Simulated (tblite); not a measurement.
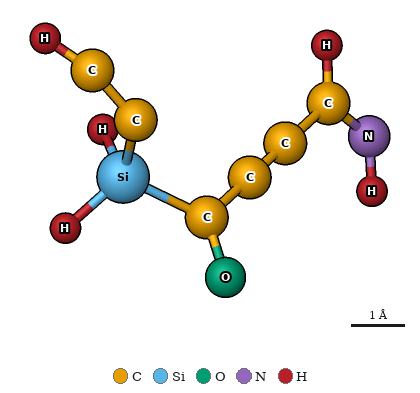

Fig. 1: The structure as given in the input (ball-and-stick view, seen at a tilt). Bond lengths as drawn: C–C 1.22 to 1.45 Å, C–H 1.08 to 1.09 Å, C–N 1.30 Å, C–O 1.26 Å, C–Si 1.82 to 1.84 Å, H–N 1.04 Å and H–Si 1.47 to 1.48 Å.

## C₆H₅NOSi (charge +1): geometry relaxation (part 1 of 4)

C₆H₅NOSi, charge +1, multiplicity 2, computed with GFN2-xTB geometry optimisation, gas phase (tblite 0.8.0).

It belongs to a series of runs on one base structure; here: electron removed.

### Input
```
{"job": {"kind": "relax", "xc": "GFN2-xTB", "basis": "xTB"}, "charge": 1, "multiplicity": 2}
C     -3.778400     0.481500     1.160800
C     -2.724500    -0.288500     1.214000
Si    -1.740100    -0.847100    -0.208200
C     -0.076400    -1.423600     0.313900
O      0.140600    -2.639000     0.581400
C      0.943000    -0.430800     0.427100
C      1.807700     0.422200     0.496900
C      2.847500     1.424800     0.594900
N      4.089800     1.090600     0.382000
H     -4.539900     1.074800     0.680900
H     -2.444100    -1.804800    -1.068100
H     -1.485700     0.362600    -1.025300
H      2.592000     2.458600     0.844000
H      4.367900     0.118100     0.143800
```

The first line tells a small driver script what to run in tblite; the rest is the geometry in Å.

Launch command:
```bash
OMP_NUM_THREADS=1 python <driver script> task.json out
```

### The program's output
```
step      E/eV     max force
  0    -635.60511    6.887
  1    -635.61184   14.206
  2    -636.47264    3.541
  3    -636.56236    2.312
  4    -636.66985    1.006
  5    -636.73994    1.028
  6    -636.82516    1.718
  7    -636.89822    1.221
  8    -636.96214    0.853
  9    -637.09877    1.522
 10    -637.19164    1.574
 11    -637.26908    1.316
 12    -637.34928    1.548
 13    -637.42308    2.150
 14    -637.45082    2.715
 15    -637.51333    1.609
 16    -637.52596    1.846
 17    -637.55379    0.580
 18    -637.56908    0.308
 19    -637.59366    0.372
 20    -637.60416    0.246
 21    -637.61321    0.235
 22    -637.62087    0.235
 23    -637.62767    0.318
 24    -637.63450    0.201
 25    -637.64187    0.537
 26    -637.65075    0.286
 27    -637.66235    0.297
 28    -637.67200    0.453
 29    -637.68203    0.602
 30    -637.69420    0.600
 31    -637.70794    0.427
 32    -637.72269    0.450
 33    -637.73585    0.345
 34    -637.74451    0.223
 35    -637.75206    0.304
 36    -637.76193    0.365
 37    -637.77408    0.373
 38    -637.78424    0.299
 39    -637.79134    0.695
 40    -637.79865    0.207
 41    -637.80236    0.221
 42    -637.80449    0.293
 43    -637.80824    0.305
 44    -637.81309    0.277
 45    -637.81655    0.134
 46    -637.81856    0.346
 47    -637.82096    0.282
 48    -637.82498    0.238
 49    -637.82804    0.127
 50    -637.83029    0.203
 51    -637.83174    0.110
 52    -637.83293    0.081
 53    -637.83394    0.078
 54    -637.83484    0.071
 55    -637.83582    0.096
 56    -637.83678    0.106
 57    -637.83764    0.095
 58    -637.83841    0.111
 59    -637.83926    0.110
 60    -637.84031    0.103
 61    -637.84148    0.102
 62    -637.84246    0.087
 63    -637.84316    0.083
 64    -637.84368    0.067
 65    -637.84420    0.072
 66    -637.84475    0.106
 67    -637.84540    0.103
 68    -637.84623    0.103
 69    -637.84722    0.073
 70    -637.84815    0.105
 71    -637.84888    0.146
 72    -637.84944    0.145
 73    -637.85007    0.119
 74    -637.85088    0.082
 75    -637.85160    0.067
 76    -637.85206    0.101
 77    -637.85244    0.107
 78    -637.85293    0.106
 79    -637.85364    0.086
 80    -637.85444    0.080
 81    -637.85505    0.079
 82    -637.85546    0.075
 83    -637.85579    0.083
 84    -637.85611    0.067
 85    -637.85640    0.049
 86    -637.85667    0.064
 87    -637.85703    0.073
 88    -637.85755    0.062
 89    -637.85840    0.059
 90    -637.85869    0.052
 91    -637.85895    0.040
 92    -637.85922    0.042
 93    -637.85964    0.051
 94    -637.86007    0.042
 95    -637.86029    0.030
 96    -637.86038    0.055
 97    -637.86046    0.030
 98    -637.86057    0.036
 99    -637.86074    0.028
100    -637.86083    0.023
101    -637.86091    0.016
102    -637.86094    0.016
103    -637.86099    0.033
104    -637.86106    0.046
105    -637.86119    0.051
106    -637.86132    0.033
107    -637.86144    0.037
108    -637.86155    0.033
109    -637.86168    0.031
110    -637.86186    0.047
111    -637.86211    0.031
112    -637.86238    0.041
113    -637.86259    0.038
114    -637.86277    0.029
115    -637.86292    0.061
116    -637.86314    0.060
117    -637.86338    0.050
118    -637.86358    0.037
119    -637.86365    0.029
120    -637.86374    0.028
121    -637.86384    0.041
122    -637.86398    0.051
123    -637.86426    0.048
124    -637.86436    0.027
125    -637.86443    0.022
126    -637.86447    0.033
127    -637.86454    0.040
128    -637.86460    0.033
129    -637.86463    0.012
130    -637.86464    0.006
```

### Trajectory as extended XYZ (Å, eV, eV/Å), 58 of the 131 frames kept, from step=0 to step=130
```
14
Properties=species:S:1:pos:R:3:forces:R:3 step=0 energy=-635.60511
C    -3.7784    0.4815    1.1608    4.7440  -3.4190  -0.6740
C    -2.7245   -0.2885    1.2140   -5.5350   4.0970  -0.0820
Si   -1.7401   -0.8471   -0.2082   -2.0850   0.6120  -1.7880
C    -0.0764   -1.4236    0.3139    3.7710  -4.8360   1.9880
O     0.1406   -2.6390    0.5814   -1.0160   4.3520  -1.0310
C     0.9430   -0.4308    0.4271   -0.0350   0.2890  -0.0730
C     1.8077    0.4222    0.4969   -0.1020   0.4810   0.1700
C     2.8475    1.4248    0.5949    2.9020  -2.0670  -0.6900
N     4.0898    1.0906    0.3820   -3.0080   0.5400   0.3560
H    -4.5399    1.0748    0.6809    0.1490  -0.2460   1.1540
H    -2.4441   -1.8048   -1.0681    0.2300  -0.2040   0.3310
H    -1.4857    0.3626   -1.0253    0.2370  -0.0840   0.1620
H     2.5920    2.4586    0.8440    0.0610  -0.4170  -0.0810
H     4.3679    0.1181    0.1438   -0.3130   0.9000   0.2600
14
Properties=species:S:1:pos:R:3:forces:R:3 step=2 energy=-636.47264
C    -3.7689    0.4758    1.1365    2.8530  -2.0600  -0.3930
C    -2.7545   -0.2647    1.2101   -2.7700   2.1020  -0.5160
Si   -1.7798   -0.8327   -0.2367   -0.4980   0.3980  -0.3150
C    -0.0130   -1.4631    0.3412    0.7480   0.2260   0.2550
O     0.1287   -2.6092    0.5727   -0.0530  -0.4660   0.0840
C     0.9449   -0.4221    0.4259   -0.1640  -0.0200   0.0030
C     1.8015    0.4289    0.5003    0.0780   0.5550   0.1560
C     2.8790    1.3943    0.5863   -1.0270  -0.0190   0.1470
N     4.0574    1.0927    0.3839    0.9480  -0.2040  -0.2440
H    -4.5305    1.0645    0.7113   -0.4830   0.2400   0.8620
H    -2.4404   -1.8111   -1.0623    0.0260  -0.5080   0.0340
H    -1.4803    0.3615   -1.0224    0.2930   0.1170  -0.0390
H     2.5944    2.4454    0.8413    0.1870  -0.8690  -0.1840
H     4.3608    0.1393    0.1498   -0.1370   0.5070   0.1490
14
Properties=species:S:1:pos:R:3:forces:R:3 step=5 energy=-636.73994
C    -3.7544    0.4672    1.0913   -0.6350   0.4680  -0.3740
C    -2.7792   -0.2403    1.1794    0.6300  -0.3930  -0.2370
Si   -1.8087   -0.8137   -0.2561    0.1650  -0.0990  -0.3070
C     0.0326   -1.4695    0.3608   -0.0550   0.4290  -0.0590
O     0.1227   -2.6190    0.5745    0.0190  -0.5250   0.1430
C     0.9458   -0.4136    0.4284   -0.0500  -0.1210   0.1060
C     1.7924    0.4499    0.5088   -0.1090   0.0410   0.0540
C     2.8743    1.3738    0.5845   -0.6160   0.1760   0.1030
N     4.0621    1.1066    0.3800    0.8700  -0.1910  -0.2020
H    -4.5505    1.0703    0.7813   -0.6150   0.3410   0.7500
H    -2.4369   -1.8432   -1.0574    0.1120  -0.3320   0.0980
H    -1.4601    0.3711   -1.0264    0.2720   0.1350  -0.1180
H     2.6027    2.4025    0.8329   -0.0380  -0.0890   0.0120
H     4.3564    0.1575    0.1559    0.0490   0.1610   0.0310
14
Properties=species:S:1:pos:R:3:forces:R:3 step=7 energy=-636.89822
C    -3.7686    0.4806    0.9980   -0.9860   0.6990   0.1730
C    -2.7862   -0.2206    1.1157    0.0090   0.0260  -0.2850
Si   -1.8322   -0.7994   -0.3160    0.5660  -0.2880  -0.4270
C     0.0971   -1.4804    0.3906   -0.7450  -0.3120  -0.2450
O     0.1088   -2.6399    0.5817    0.0580   0.0920   0.1100
C     0.9459   -0.4112    0.4428    0.0380  -0.2720   0.2490
C     1.7685    0.4777    0.5242    0.2630  -0.2820  -0.0930
C     2.8798    1.3403    0.5787   -0.7560   0.6490   0.1650
N     4.0782    1.1372    0.3705    0.9470  -0.7070  -0.2400
H    -4.6308    1.1067    0.9468    0.1830  -0.2200   0.5160
H    -2.4207   -1.9162   -1.0409    0.2280  -0.0960   0.0940
H    -1.4077    0.3957   -1.0429    0.1770  -0.0740  -0.1450
H     2.6077    2.3472    0.8255   -0.2540   0.7560   0.2190
H     4.3594    0.1818    0.1632    0.2710   0.0290  -0.0900
14
Properties=species:S:1:pos:R:3:forces:R:3 step=9 energy=-637.09877
C    -3.8146    0.5148    0.9611    0.4570  -0.3370   0.6030
C    -2.8125   -0.1894    1.0420   -0.8550   0.6790  -1.0600
Si   -1.8034   -0.8105   -0.3762   -0.0030   0.1280   0.3200
C     0.0792   -1.4970    0.3872   -0.2930  -0.1570  -0.1040
O     0.1032   -2.6553    0.5962   -0.0260   0.2530   0.0500
C     0.9498   -0.4307    0.4718    0.1840  -0.0050   0.1610
C     1.7714    0.4686    0.5261    0.2510  -0.3270  -0.0570
C     2.8803    1.3572    0.5782    0.6400   0.0300  -0.0930
N     4.1004    1.1299    0.3594   -1.1410   0.2330   0.2140
H    -4.6796    1.1219    1.0876    0.1830  -0.1910   0.2270
H    -2.3926   -1.9708   -1.0247    0.2330  -0.0670  -0.0050
H    -1.3604    0.4053   -1.0660    0.1410  -0.2000  -0.1630
H     2.5923    2.3721    0.8378    0.0250   0.1930   0.0350
H     4.3858    0.1835    0.1573    0.2030  -0.2320  -0.1280
14
Properties=species:S:1:pos:R:3:forces:R:3 step=11 energy=-637.26908
C    -3.8734    0.5578    0.9552    0.6520  -0.4820   0.6180
C    -2.8653   -0.1343    0.9009   -0.7720   0.5960  -0.8830
Si   -1.7680   -0.8190   -0.4286   -0.3620   0.2060   0.3390
C     0.0399   -1.5111    0.3758    0.4090  -0.0890   0.2440
O     0.0973   -2.6667    0.6176   -0.1680   0.5240  -0.0870
C     0.9606   -0.4578    0.5121    0.3410   0.4290  -0.0980
C     1.7916    0.4420    0.5262   -0.2330  -0.4330   0.0940
C     2.8844    1.3828    0.5783    0.3880  -0.5050  -0.0480
N     4.0942    1.1210    0.3520   -0.9600   0.4320   0.1970
H    -4.7200    1.1250    1.2586    0.1770  -0.1500  -0.0090
H    -2.3452   -2.0338   -1.0057    0.2790   0.1050  -0.0140
H    -1.2982    0.4029   -1.1024    0.1220  -0.3090  -0.1670
H     2.5771    2.4089    0.8527    0.2480  -0.4510  -0.1780
H     4.4243    0.1818    0.1451   -0.1220   0.1260  -0.0090
14
Properties=species:S:1:pos:R:3:forces:R:3 step=14 energy=-637.45082
C    -3.9464    0.6103    0.9872   -0.6050   0.2950   0.9280
C    -2.9840   -0.0207    0.6201   -0.2780   0.1410   0.0770
Si   -1.7721   -0.8049   -0.4885    0.0480  -0.1360  -0.4580
C     0.0605   -1.5086    0.3980    0.0010   0.0930   0.1090
O     0.0710   -2.6560    0.6428   -0.2610  -0.3600   0.0690
C     0.9689   -0.4867    0.5504    1.5430   1.8770  -0.1160
C     1.8224    0.4143    0.5456   -2.0180  -1.8110   0.1390
C     2.8667    1.3559    0.5838   -0.3900   0.2090   0.2240
N     4.0587    1.1382    0.3461    1.3100   0.0000  -0.2570
H    -4.7487    1.1049    1.5201    0.6380  -0.3600  -0.5720
H    -2.2451   -2.1154   -0.9768    0.2680   0.3280   0.0380
H    -1.1901    0.3659   -1.1728    0.0930  -0.3250  -0.1660
H     2.5866    2.3803    0.8467   -0.1110  -0.0970  -0.0290
H     4.4509    0.2219    0.1353   -0.2360   0.1470   0.0150
14
Properties=species:S:1:pos:R:3:forces:R:3 step=16 energy=-637.52596
C    -3.9662    0.6210    1.0296    1.4720  -1.0240  -0.4380
C    -3.0187    0.0082    0.5538   -1.3860   0.8450   0.7660
Si   -1.7707   -0.8044   -0.5073   -0.1080   0.1180  -0.1870
C     0.0620   -1.5041    0.4064   -0.0820  -0.0420   0.1180
O     0.0582   -2.6539    0.6492   -0.1460  -0.0490   0.0490
C     0.9794   -0.4782    0.5525   -0.8640  -0.7730  -0.1010
C     1.8122    0.3915    0.5544    0.7740   0.9520   0.1390
C     2.8619    1.3491    0.5893    0.3750  -0.1150  -0.0360
N     4.0683    1.1467    0.3424    0.0500   0.2030   0.0060
H    -4.7430    1.0945    1.5586   -0.0890   0.0940  -0.0390
H    -2.2131   -2.1177   -0.9717    0.1530   0.1130  -0.0410
H    -1.1655    0.3422   -1.1953    0.1330  -0.2070  -0.2130
H     2.5855    2.3732    0.8440   -0.1810  -0.0780   0.0070
H     4.4493    0.2315    0.1319   -0.1000  -0.0360  -0.0300
14
Properties=species:S:1:pos:R:3:forces:R:3 step=18 energy=-637.56908
C    -3.9570    0.6127    1.0367    0.1280  -0.1470   0.2010
C    -3.0245    0.0087    0.5655    0.0260  -0.0480   0.0050
Si   -1.7801   -0.7981   -0.5108   -0.1280   0.1540  -0.0440
C     0.0661   -1.5044    0.4143   -0.1390  -0.1040   0.0590
O     0.0505   -2.6552    0.6497   -0.1640  -0.0490   0.0640
C     0.9707   -0.4777    0.5453    0.1090   0.1990  -0.0060
C     1.8131    0.4021    0.5609   -0.1140  -0.1440   0.0630
C     2.8697    1.3425    0.5902    0.2150   0.1220   0.0030
N     4.0773    1.1562    0.3416    0.0930   0.0470  -0.0250
H    -4.7395    1.0943    1.5486   -0.1070   0.0970   0.0070
H    -2.2070   -2.1091   -0.9745    0.1010  -0.0010  -0.0800
H    -1.1625    0.3314   -1.2032    0.1440  -0.1140  -0.2470
H     2.5819    2.3622    0.8414   -0.1640   0.0450   0.0480
H     4.4407    0.2337    0.1321   -0.0010  -0.0580  -0.0490
14
Properties=species:S:1:pos:R:3:forces:R:3 step=21 energy=-637.61321
C    -3.9583    0.6023    1.0999   -0.0290  -0.0070   0.0000
C    -3.0739    0.0418    0.5004    0.1540  -0.0770   0.1030
Si   -1.8069   -0.7673   -0.5447    0.0190   0.0170  -0.0600
C     0.0537   -1.5062    0.4407    0.0810   0.1670   0.0230
O     0.0038   -2.6561    0.6711   -0.0990   0.1330   0.0810
C     0.9643   -0.4743    0.5461    0.0230  -0.0760   0.0900
C     1.8245    0.3907    0.5857    0.1320  -0.0810  -0.0350
C     2.8906    1.3431    0.5970   -0.2350  -0.0150  -0.0030
N     4.0983    1.1760    0.3334   -0.1570  -0.1030  -0.0090
H    -4.7426    1.0913    1.6081    0.0110  -0.0040   0.0460
H    -2.1446   -2.1116   -0.9826   -0.0300   0.0060  -0.0870
H    -1.1015    0.2768   -1.2813    0.0320  -0.0250  -0.1740
H     2.5545    2.3508    0.8443    0.0180   0.0390   0.0520
H     4.4374    0.2425    0.1196    0.0800   0.0260  -0.0290
14
Properties=species:S:1:pos:R:3:forces:R:3 step=23 energy=-637.62767
C    -3.9509    0.5906    1.1222   -0.2460   0.1650   0.0570
C    -3.0747    0.0424    0.5030    0.2890  -0.1310   0.0190
Si   -1.8139   -0.7547   -0.5546    0.1630  -0.0750  -0.1650
C     0.0477   -1.4957    0.4484    0.0320   0.0080   0.0340
O    -0.0201   -2.6442    0.6850   -0.0950   0.1870   0.0730
C     0.9670   -0.4755    0.5535   -0.0790  -0.1340   0.0630
C     1.8382    0.3759    0.5892    0.0700   0.1410   0.0100
C     2.8837    1.3484    0.5984   -0.0970  -0.1550   0.0050
N     4.0896    1.1713    0.3308   -0.0340   0.0610  -0.0340
H    -4.7404    1.0908    1.6156    0.0780  -0.0710   0.0590
H    -2.1309   -2.1069   -0.9959   -0.0480   0.0760  -0.0570
H    -1.0835    0.2570   -1.3218   -0.0610  -0.0540  -0.0810
H     2.5437    2.3574    0.8519    0.0740  -0.1090   0.0010
H     4.4437    0.2427    0.1119   -0.0470   0.0900   0.0150
14
Properties=species:S:1:pos:R:3:forces:R:3 step=25 energy=-637.64187
C    -3.9399    0.5763    1.1359   -0.3860   0.2970   0.1260
C    -3.0526    0.0319    0.5311    0.4550  -0.2090  -0.1950
Si   -1.8110   -0.7472   -0.5722    0.0810  -0.0320  -0.0040
C     0.0479   -1.4802    0.4570   -0.1590  -0.1500  -0.0020
O    -0.0502   -2.6231    0.7042   -0.1190   0.0160   0.1030
C     0.9704   -0.4781    0.5652   -0.0360   0.0060   0.0400
C     1.8467    0.3678    0.5911   -0.1340   0.1230   0.0480
C     2.8708    1.3439    0.5990    0.1910  -0.0160   0.0280
N     4.0771    1.1702    0.3259    0.1290   0.1630  -0.0560
H    -4.7353    1.0894    1.6132    0.1640  -0.1560   0.0480
H    -2.1319   -2.0948   -1.0165   -0.0530   0.0300  -0.0630
H    -1.0782    0.2405   -1.3630   -0.0630   0.0020  -0.0700
H     2.5398    2.3549    0.8602    0.0340  -0.1430  -0.0160
H     4.4456    0.2479    0.1067   -0.1040   0.0690   0.0130
```
